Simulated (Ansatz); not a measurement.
# C2H5FSn: geometry optimisation from a Python script

What geometry does C2H5FSn take? A script is to give a geometry optimisation; the system is C2H5FSn. SMILES: C=[CH][SnH2][F].

Computed with Ansatz 0.2.0 through its Python package. Level of theory: r2SCAN/def2-SVP.

**1. The system**

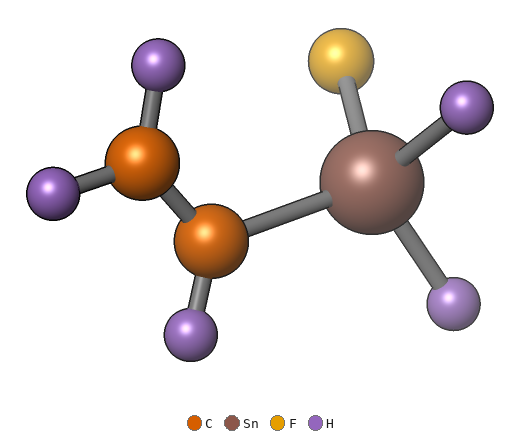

The structure that the script starts from, seen from a chosen angle (carbon orange, tin brown, fluorine amber, hydrogen purple).

No structure file is read: the coordinates are typed or built in the script.

**2. Script**

The input, opt.py:

```python
# -*- coding: utf-8 -*-
'''Relax the C2H5FSn molecule.'''

import itertools

import ansatz as az
from ase.data import atomic_numbers, covalent_radii
import numpy as np

GEOMETRY = '''
C    -1.14130    1.07960   -0.24620
C    -0.87690   -0.16510   -0.12930
Sn    1.09720   -0.74510    0.24250
F     2.34450   -0.12190   -1.19530
H    -2.21430    1.40880   -0.47240
H    -0.42780    1.90740   -0.16990
H    -1.61390   -0.92170   -0.21530
H     1.70110   -0.01380    1.75590
H     1.21990   -2.47440    0.41280
'''

molecule = az.Crystal.molecule()
for line in GEOMETRY.strip().splitlines():
    symbol, *xyz = line.split()
    molecule = molecule.atom(symbol, [float(v) for v in xyz])

setup = (
    molecule.calculation()
    .basis(gaussian='def2-SVP')
    .functional('r2scan')
)
symbols = [site.symbol for site in molecule.cartesian_sites]
start = np.array([site.position_ang for site in molecule.cartesian_sites], dtype=float)
def progress(event):
    if event['event'] == 'relax_step':
        row = event['data']
        print(f'step {row["step"]:3d}  E = {row["lagrangian_ev"]:.6f} eV  largest force component {row["allowed_force_max_ev_ang"]:.4f} eV/A')


rep = setup.relax(force_tolerance=0.01).session().plan().execute(on_event=progress).report
end = np.array(rep['positions_ang'])

print('reference energy %16.6f eV' % rep['reference_energy_ev'])
print('total energy     %16.6f eV' % rep['free_energy_ev'])
print('occupied orbitals outside the frozen core (up, down):', rep['n_occupied'], ' frozen:', rep['n_frozen'], ' virtual:', rep['n_virtual'])

# pairs closer than 1.2 times the sum of covalent radii, before or after
radius = [covalent_radii[atomic_numbers[s]] for s in symbols]
span = lambda where, i, j: np.linalg.norm(where[i] - where[j])
bonded = [(i, j) for i, j in itertools.combinations(range(len(symbols)), 2) if min(span(start, i, j), span(end, i, j)) < 1.2 * (radius[i] + radius[j])]
print('pair        before    after (A)')
for i, j in bonded:
    print(f'{symbols[i]}{i}-{symbols[j]}{j}'.ljust(10), f'{span(start, i, j):8.4f} {span(end, i, j):8.4f}')
```

**3. Running it**

On the command line:

```
python opt.py
```

Log:

```text
step   1  E = -10698.503640 eV  largest force component 4.3642 eV/A
step   2  E = -10698.766588 eV  largest force component 0.9469 eV/A
step   3  E = -10698.824680 eV  largest force component 0.8861 eV/A
step   4  E = -10698.785055 eV  largest force component 0.7834 eV/A
step   5  E = -10698.850303 eV  largest force component 0.2394 eV/A
step   6  E = -10698.854597 eV  largest force component 0.0718 eV/A
step   7  E = -10698.857844 eV  largest force component 0.0694 eV/A
step   8  E = -10698.863861 eV  largest force component 0.4157 eV/A
step   9  E = -10698.869446 eV  largest force component 0.3670 eV/A
step  10  E = -10698.883302 eV  largest force component 0.0866 eV/A
step  11  E = -10698.878443 eV  largest force component 0.1653 eV/A
step  12  E = -10698.886902 eV  largest force component 0.0469 eV/A
step  13  E = -10698.889297 eV  largest force component 0.1007 eV/A
step  14  E = -10698.890688 eV  largest force component 0.1039 eV/A
step  15  E = -10698.891803 eV  largest force component 0.0636 eV/A
step  16  E = -10698.892328 eV  largest force component 0.0482 eV/A
step  17  E = -10698.892392 eV  largest force component 0.0309 eV/A
step  18  E = -10698.892475 eV  largest force component 0.0203 eV/A
step  19  E = -10698.892484 eV  largest force component 0.0083 eV/A
reference energy    -10698.892496 eV
total energy        -10698.892496 eV
occupied orbitals outside the frozen core (up, down): [24, 24]  frozen: 0  virtual: [69, 69]
pair        before    after (A)
C0-C1        1.2778   1.3396
C0-H4        1.1449   1.0980
C0-H5        1.0955   1.0974
C1-Sn2       2.0909   2.1320
C1-H6        1.0597   1.0977
Sn2-F3       2.0028   1.9519
Sn2-H7       1.7860   1.7134
Sn2-H8       1.7420   1.7121
```

Run time: 70 s. Hardware: 1 thread of Intel Xeon Platinum 8375C at 2.90GHz (Ice Lake), shared host; peak memory 0.23 GiB.

Lines on the test bed's own set-up are left out of the output.

A comment line of the script is reworded here; the code is as run.

**4. The run's own record**

From the engine's report, whether the script printed it or not:

```tsv
item	value
SCF cycles in all	160
orbitals	93
total energy (eV)	-10698.89250
```

**5. The relaxation, step by step**

Relaxation path:

```
step  energy from step 1 (eV)  largest force component (eV/Å)
   1                   0.0000                          4.3642
   2                  -0.2629                          0.9469
   3                  -0.3210                          0.8861
   4                  -0.2814                          0.7834
   5                  -0.3467                          0.2394
   6                  -0.3510                          0.0718
   7                  -0.3542                          0.0694
   8                  -0.3602                          0.4157
   9                  -0.3658                          0.3670
  10                  -0.3797                          0.0866
  11                  -0.3748                          0.1653
  12                  -0.3833                          0.0469
  13                  -0.3857                          0.1007
  14                  -0.3870                          0.1039
  15                  -0.3882                          0.0636
  16                  -0.3887                          0.0482
  17                  -0.3888                          0.0309
  18                  -0.3888                          0.0203
  19                  -0.3888                          0.0083
```

Step 1 is the start. Steps 4, 11 were tried and not accepted.

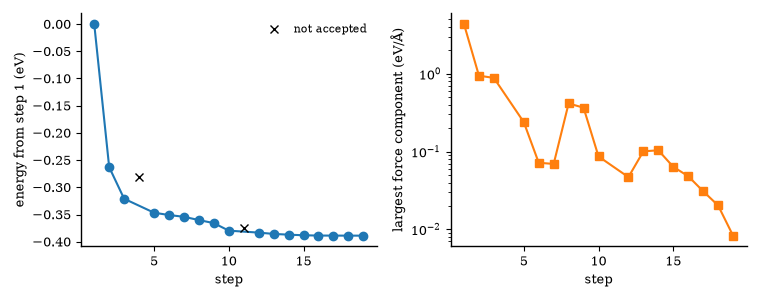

Energy and largest force along the relaxation.

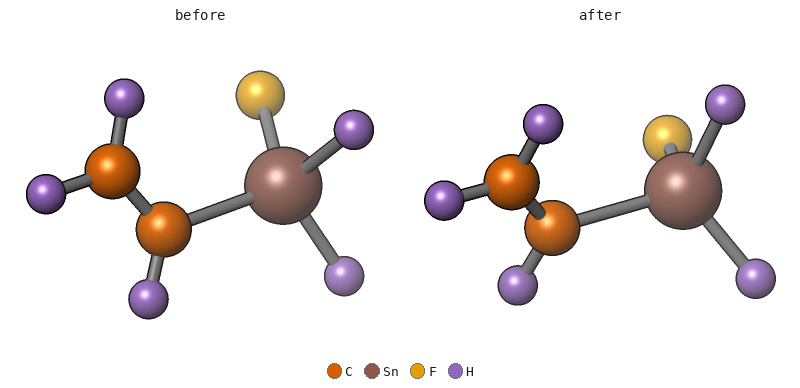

Before and after, at one scale.

Before: Bond lengths: C1–C2 1.278 Å, C2–Sn3 2.091 Å, Sn3–F4 2.003 Å, C1–H5 1.145 Å, C1–H6 1.096 Å, C2–H7 1.060 Å, Sn3–H8 1.786 Å, Sn3–H9 1.742 Å. Angles: C1–C2–Sn3 118.8°, C1–C2–H7 123.0°, Sn3–C2–H7 118.2°, C2–C1–H5 119.5°, C2–C1–H6 126.5°, H5–C1–H6 114.0°, C2–Sn3–F4 112.0°, C2–Sn3–H8 110.9°, C2–Sn3–H9 111.1°, F4–Sn3–H8 105.7°, F4–Sn3–H9 109.6°, H8–Sn3–H9 107.4°.

After: Bond lengths: C1–C2 1.340 Å, C2–Sn3 2.132 Å, Sn3–F4 1.952 Å, C1–H5 1.098 Å, C1–H6 1.097 Å, C2–H7 1.098 Å, Sn3–H8 1.713 Å, Sn3–H9 1.712 Å. Angles: C1–C2–Sn3 121.1°, C1–C2–H7 119.6°, Sn3–C2–H7 119.4°, C2–C1–H5 121.8°, C2–C1–H6 122.4°, H5–C1–H6 115.8°, C2–Sn3–F4 106.7°, C2–Sn3–H8 110.1°, C2–Sn3–H9 115.0°, F4–Sn3–H8 105.2°, F4–Sn3–H9 103.7°, H8–Sn3–H9 115.0°.

**6. What came out**

| quantity | value |
| --- | --- |
| total energy | -10698.8925 eV |
| dipole moment | 3.05 D |
| moves of the relaxation | 16 |
| energy gained | 0.389 eV |
| last largest force component | 0.0083 eV/Å |

In words: The relaxation took 16 moves; the largest shift is 0.807 Å, of atom 7 (H). So large a move can change the bonding: the results belong to the relaxed structure. The end point is the stationary point reached from this start; no frequency run checks that it is a minimum, and the basis set is modest. def2 sets replace the cores of elements past krypton by effective core potentials.
